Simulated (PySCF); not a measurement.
# C₄H₄F₂: NMR shifts at several levels of theory, part 2 of 2

PySCF 2.14.0. Atoms count from 0.

## 9. Shielding tensors: LC-wPBE/pcSseg-2

The job: settings as JSON, then the geometry in Å.

```
{"job": {"kind": "nmr", "xc": "LC-wPBE", "basis": "pcSseg-2", "pop": false}, "charge": 0, "multiplicity": 1}
C      1.967998    -0.279958     0.754634
C      0.836699    -0.366060     0.108546
C     -0.303379    -0.440967    -0.530506
C     -1.429428     0.510639    -0.284367
F     -2.543754    -0.170873     0.066986
F     -1.722877     1.184990    -1.420709
H      2.124198    -0.819417     1.694666
H      2.793381     0.329555     0.372157
H     -0.479280    -1.210829    -1.291684
H     -1.196491     1.241214     0.508683
```

Method: GIAO LC-wPBE/pcSseg-2 NMR shielding, non-relativistic, gas phase.

The log of the run:

```text
coarse grid: 9000 points
cycle   1  E = -354.2629299186  dE =  9.923e-01  |g| = 7.914e-01  |ddm| = 2.371e+00
cycle   2  E = -354.2712765615  dE = -8.347e-03  |g| = 8.698e-01  |ddm| = 8.396e-01
cycle   3  E = -354.3756212124  dE = -1.043e-01  |g| = 5.730e-02  |ddm| = 3.473e-01
cycle   4  E = -354.3763215460  dE = -7.003e-04  |g| = 2.396e-02  |ddm| = 6.085e-02
cycle   5  E = -354.3764725057  dE = -1.510e-04  |g| = 5.748e-03  |ddm| = 2.848e-02
cycle   6  E = -354.3764835099  dE = -1.100e-05  |g| = 2.049e-03  |ddm| = 7.562e-03
cycle   7  E = -354.3764851513  dE = -1.641e-06  |g| = 7.939e-04  |ddm| = 3.010e-03
final grid: 89528 points
cycle   8  E = -354.3802150160  dE = -1.473e-04  |g| = 1.062e-02  |ddm| = 5.697e-02
cycle   9  E = -354.3802140199  dE =  9.962e-07  |g| = 1.163e-02  |ddm| = 8.980e-03
cycle  10  E = -354.3802309355  dE = -1.692e-05  |g| = 4.479e-04  |ddm| = 4.211e-03
cycle  11  E = -354.3802310112  dE = -7.576e-08  |g| = 2.562e-04  |ddm| = 6.844e-04
cycle  12  E = -354.3802310265  dE = -1.524e-08  |g| = 6.281e-05  |ddm| = 2.385e-04
cycle  13  E = -354.3802310276  dE = -1.118e-09  |g| = 1.935e-05  |ddm| = 7.436e-05
cycle  14  E = -354.3802310277  dE = -1.312e-10  |g| = 3.577e-06  |ddm| = 3.860e-05
converged SCF energy = -354.3802310277

GIAO shielding tensors (ppm)
atom      isotropic    diamagn.    paramagn.     s11        s22        s33       span
  0 C       99.547     255.285    -155.738     -0.908    124.587    174.961    175.869
  1 C      -46.341     266.122    -312.463    -73.487    -69.684      4.148     77.635
  2 C       88.125     257.326    -169.201      0.502    112.539    151.334    150.832
  3 C       63.570     237.916    -174.346     45.069     64.213     81.429     36.360
  4 F      306.511     465.101    -158.591    202.409    333.378    383.745    181.335
  5 F      305.091     465.397    -160.307    199.348    332.701    383.223    183.875
  6 H       26.094      29.782      -3.688     24.516     24.655     29.112      4.596
  7 H       26.094      29.792      -3.697     24.517     24.659     29.108      4.592
  8 H       25.741      30.213      -4.472     24.124     25.473     27.627      3.503
  9 H       25.252      29.772      -4.520     23.802     24.266     27.687      3.885
```

Run time: 49 s. Hardware: 1 thread of Arm Neoverse V1, shared host; peak memory 1 GiB.

In short: δ C1 234.6, C3 124.7, C2 100.2, C0 88.7, H9 6.07, H8 5.58 ppm.

## 10. Nuclear shieldings: PBE0/STO-3G

Settings changed since step 9:

```diff
@@ -1,2 +1,2 @@
-{"job": {"kind": "nmr", "xc": "LC-wPBE", "basis": "pcSseg-2", "pop": false}, "charge": 0, "multiplicity": 1}
+{"job": {"kind": "nmr", "xc": "PBE0", "basis": "STO-3G", "pop": true}, "charge": 0, "multiplicity": 1}
 C      1.967998    -0.279958     0.754634
```

Level: GIAO PBE0/STO-3G NMR shielding, non-relativistic, gas phase.

The log of the run:

```text
coarse grid: 9000 points
cycle   1  E = -349.2234206529  dE =  9.710e-01  |g| = 5.555e-01  |ddm| = 4.281e+00
cycle   2  E = -349.2397039362  dE = -1.628e-02  |g| = 5.663e-01  |ddm| = 1.484e+00
cycle   3  E = -349.3320024826  dE = -9.230e-02  |g| = 4.386e-02  |ddm| = 7.158e-01
cycle   4  E = -349.3323356859  dE = -3.332e-04  |g| = 3.335e-02  |ddm| = 9.492e-02
cycle   5  E = -349.3326756887  dE = -3.400e-04  |g| = 3.864e-03  |ddm| = 4.180e-02
cycle   6  E = -349.3326798445  dE = -4.156e-06  |g| = 1.773e-03  |ddm| = 6.955e-03
final grid: 89528 points
cycle   7  E = -349.2982101663  dE = -6.402e-06  |g| = 4.040e-03  |ddm| = 1.282e-02
cycle   8  E = -349.2982067277  dE =  3.439e-06  |g| = 5.267e-03  |ddm| = 1.150e-02
cycle   9  E = -349.2982152096  dE = -8.482e-06  |g| = 9.251e-04  |ddm| = 6.990e-03
cycle  10  E = -349.2982154550  dE = -2.454e-07  |g| = 7.221e-05  |ddm| = 1.098e-03
cycle  11  E = -349.2982154565  dE = -1.510e-09  |g| = 3.517e-05  |ddm| = 1.376e-04
cycle  12  E = -349.2982154569  dE = -3.373e-10  |g| = 1.422e-05  |ddm| = 5.749e-05
converged SCF energy = -349.2982154569

GIAO shielding tensors (ppm)
atom      isotropic    diamagn.    paramagn.     s11        s22        s33       span
  0 C      157.671     254.466     -96.796     85.137    173.047    214.828    129.691
  1 C       57.782     264.443    -206.660     38.010     67.438     67.900     29.890
  2 C      158.230     254.616     -96.386     91.547    174.867    208.276    116.729
  3 C      149.120     251.371    -102.251    114.486    153.371    179.503     65.017
  4 F      411.797     452.349     -40.552    362.258    406.452    466.681    104.423
  5 F      410.949     452.454     -41.505    361.708    404.830    466.309    104.601
  6 H       27.932      30.050      -2.118     26.113     26.168     31.514      5.400
  7 H       27.931      30.054      -2.123     26.110     26.173     31.510      5.400
  8 H       27.817      30.342      -2.525     24.563     28.750     30.139      5.576
  9 H       29.013      31.210      -2.198     25.406     28.045     33.586      8.180
```

Wall time 2.4 s (1 thread of Arm Neoverse V1, shared host); peak memory 0.49 GiB.

In short: δ C1 176.9, C3 85.6, C0 77.0, C2 76.5, H8 4.79, H6 4.67 ppm (means over like atoms).

## 11. Shielding tensors: PBE0/6-31G

Settings changed since step 10:

```diff
@@ -1,2 +1,2 @@
-{"job": {"kind": "nmr", "xc": "PBE0", "basis": "STO-3G", "pop": true}, "charge": 0, "multiplicity": 1}
+{"job": {"kind": "nmr", "xc": "PBE0", "basis": "6-31G", "pop": true}, "charge": 0, "multiplicity": 1}
 C      1.967998    -0.279958     0.754634
```

Method: GIAO PBE0/6-31G NMR shielding, non-relativistic, gas phase.

The log of the run:

```text
coarse grid: 9000 points
cycle   1  E = -353.9060093387  dE =  9.041e-01  |g| = 6.952e-01  |ddm| = 3.120e+00
cycle   2  E = -353.8271145335  dE =  7.889e-02  |g| = 1.003e+00  |ddm| = 1.413e+00
cycle   3  E = -354.0022378208  dE = -1.751e-01  |g| = 6.457e-02  |ddm| = 8.462e-01
cycle   4  E = -354.0032110465  dE = -9.732e-04  |g| = 2.990e-02  |ddm| = 1.112e-01
cycle   5  E = -354.0034287488  dE = -2.177e-04  |g| = 1.105e-02  |ddm| = 3.629e-02
cycle   6  E = -354.0034618948  dE = -3.315e-05  |g| = 1.128e-03  |ddm| = 1.161e-02
cycle   7  E = -354.0034621948  dE = -3.000e-07  |g| = 3.528e-04  |ddm| = 1.484e-03
final grid: 89528 points
cycle   8  E = -353.9826894118  dE = -1.687e-05  |g| = 7.109e-03  |ddm| = 1.913e-02
cycle   9  E = -353.9826839240  dE =  5.488e-06  |g| = 9.367e-03  |ddm| = 1.527e-02
cycle  10  E = -353.9827003961  dE = -1.647e-05  |g| = 8.197e-04  |ddm| = 8.518e-03
cycle  11  E = -353.9827005492  dE = -1.531e-07  |g| = 1.722e-04  |ddm| = 8.355e-04
cycle  12  E = -353.9827005555  dE = -6.312e-09  |g| = 8.893e-05  |ddm| = 2.506e-04
cycle  13  E = -353.9827005577  dE = -2.205e-09  |g| = 9.452e-06  |ddm| = 9.554e-05
cycle  14  E = -353.9827005578  dE = -2.149e-11  |g| = 1.837e-06  |ddm| = 1.379e-05
converged SCF energy = -353.9827005578

GIAO shielding tensors (ppm)
atom      isotropic    diamagn.    paramagn.     s11        s22        s33       span
  0 C      122.093     267.868    -145.775     40.090    141.840    184.348    144.258
  1 C       -7.511     250.074    -257.585    -23.415    -22.072     22.955     46.370
  2 C      112.380     265.934    -153.554     42.370    130.598    164.172    121.802
  3 C       84.185     244.447    -160.262     65.421     86.184    100.952     35.531
  4 F      308.394     470.986    -162.592    213.617    331.478    380.087    166.470
  5 F      307.058     471.053    -163.995    210.234    330.710    380.230    169.996
  6 H       27.435      30.294      -2.859     25.777     26.166     30.362      4.586
  7 H       27.433      30.307      -2.874     25.776     26.166     30.358      4.583
  8 H       27.026      29.213      -2.188     25.052     27.365     28.661      3.609
  9 H       26.420      28.455      -2.036     24.696     24.877     29.686      4.990
```

Wall time 4.5 s (1 thread of Arm Neoverse V1, shared host); peak memory 0.49 GiB.

This run: δ C1 207.0, C3 115.4, C2 87.2, C0 77.4, H9 6.19, H8 5.59 ppm.

## 12. Side by side: NMR shifts

Shifts (ppm) of some atoms, chosen among heavy atoms and hydrogens apart, means over like atoms, with basis size and wall time:

```tsv
run	C1	C3	C2	C0	H9	H8	F4	functions	time
PBE0/pcSseg-2	229.5	122.7	96.3	83.9	6.07	5.62	-119.0	272	33 s
mPW1PW91/pcSseg-2	229.9	122.7	96.4	84.1	6.06	5.62	-118.8	272	32 s
WP04/pcSseg-2	232.2	125.8	96.7	85.2	6.01	5.53	-118.8	272	35 s
B97-2/pcSseg-2	225.2	121.5	94.6	82.3	6.07	5.60	-118.8	272	34 s
BHandHLYP/pcSseg-2	233.9	118.6	96.6	84.7	5.87	5.63	-107.0	272	31 s
CAM-B3LYP/pcSseg-2	233.9	124.7	98.2	85.0	6.08	5.59	-110.4	272	43 s
wB97X-D/pcSseg-2	230.6	122.7	97.4	85.2	6.02	5.58	-113.4	272	41 s
LC-wPBE/pcSseg-2	234.6	124.7	100.2	88.7	6.07	5.58	-102.2	272	49 s
PBE0/STO-3G	176.9	85.6	76.5	77.0	3.59	4.79	-107.0	34	2.4 s
PBE0/6-31G	207.0	115.4	87.2	77.4	6.19	5.59	-130.4	62	4.5 s
```

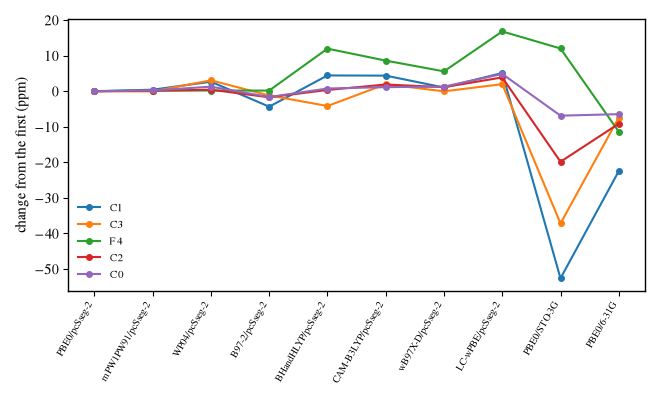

How five of the tabulated atoms move from run to run.

## 13. Outcome

This closing draws on all 2 parts.

| quantity | value |
| --- | --- |
| ¹³C shifts against TMS (PBE0/pcSseg-2) | 229.5, 122.7, 96.3, 83.9 ppm |
| ¹H shifts against TMS (PBE0/pcSseg-2, means over atoms taken as alike) | 6.07, 5.62, 5.22 ppm |
| ¹⁹F shifts against CFCl3 (PBE0/pcSseg-2, means over atoms taken as alike) | -119.0 ppm |
| range of the shift of C1 | 176.9 to 234.6 ppm |
| property runs in this session | 10, of which 0 failed and 1 gave unsound results |

In words: Single values in the summary come from the first run of each kind that ended normally (PBE0/pcSseg-2), which need not be the best level. C1 (central carbon of an allene) lies farthest downfield among carbon, at 229.5 ppm; the central sp carbon of an allene is among the most deshielded carbons of hydrocarbons. The most deshielded hydrogen is H9 (hydrogen on an allylic sp3 CH bonded to 2 F), at 6.07 ppm: its carbon carries F, hence the downfield position. At PBE0/pcSseg-2: Shielding is most anisotropic at F4, F5 (span 180 ppm, paramagnetic term -171 ppm). Across the 10 runs the shift of C1 moves most, between 176.9 (PBE0/STO-3G) and 234.6 ppm (LC-wPBE/pcSseg-2). A minimal basis is unusable for shieldings, so that end is no result.
